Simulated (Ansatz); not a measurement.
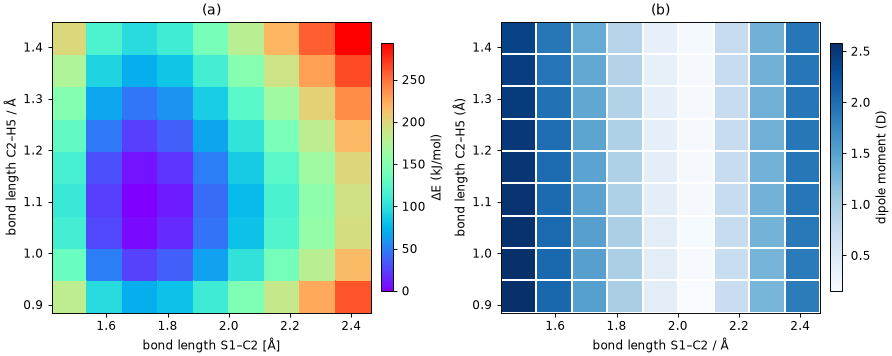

CH₂SSe, SMILES SC=[Se]. First axis: bond length S1–C2. Second axis: bond length C2–H5. Nothing is relaxed (all other coordinates rigid). Grid: 9 × 9 points. Points are written as (first, second). Energies: kJ/mol, counted from the lowest grid point. The restricted reference is unstable at some or all points, so the energies there are unreliable. The calculation used RHF-MP2, frozen core/def2-TZVP in Ansatz.

Panel (a) is the energy; panel (b) is the computed dipole moment, in D.

In the figure: one coloured cell a grid point.

How does the dipole moment vary over the map, and what is it at the lowest grid point?

Answer. Leaving out the highest fifth of the energies, it runs from 0.15 D at (2.060 Å, 0.916 Å) to 2.58 D at (1.479 Å, 0.916 Å). At the lowest grid point, (1.712 Å, 1.104 Å), it is 1.50 D.
